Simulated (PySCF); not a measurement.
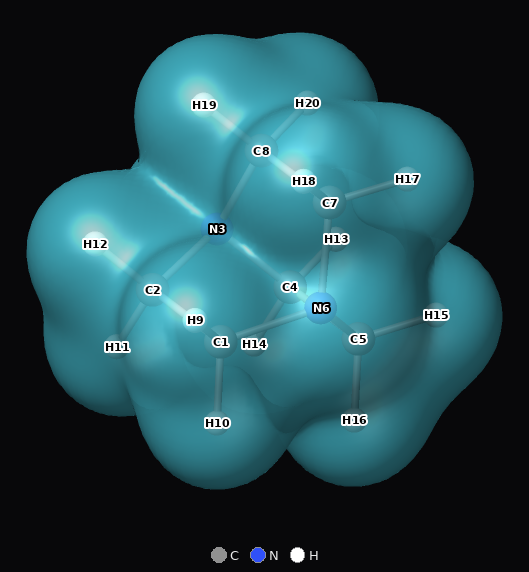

Figure 1: C₆H₁₂N₂ (charge +1, doublet). Isosurface of the total electron density at 0.05 e/Å³ (cyan), seen at a tilt.

Geometry: GFN2-xTB.

All numbers below come from UKS B3LYP, pcH-1 on C H N, non-relativistic, mean-field spin-orbit, GIAO in PySCF 2.14.0, density-fitted response routines.

```xyz
20

C     1.4465    0.4168   -0.4747
C     0.3371    1.5297   -0.1989
N    -0.8425    0.8461    0.2109
C    -0.6502    0.1393    1.4315
C     0.4575   -0.9748    1.1533
N     0.8422   -0.8449   -0.2111
C    -0.2414   -1.1100   -1.0955
C    -1.3508    0.0023   -0.8168
H     1.7772    0.4697   -1.5112
H     2.3010    0.5722    0.1828
H     0.6752    2.2058    0.5853
H     0.1479    2.1004   -1.1073
H    -1.5804   -0.3310    1.7481
H    -0.3077    0.8176    2.2120
H     0.0434   -1.9654    1.3372
H     1.3155   -0.8180    1.8059
H    -0.6521   -2.1007   -0.9052
H     0.0915   -1.0529   -2.1311
H    -1.5365    0.5781   -1.7226
H    -2.2785   -0.4696   -0.4957
```

What does this surface tell about the bonding?

At this value the surface is in one piece. It bridges the sampled C–N (1.42 Å), C–C (1.60 Å) and C–H (1.09 Å) contacts, where the density stays above the isovalue. On the grid the lowest density along these lines, outside the cores, is 1.9 e/Å³ (C–N, 1.42 Å), 1.4 e/Å³ (C–C, 1.60 Å) and 1.9 e/Å³ (C–H, 1.09 Å).
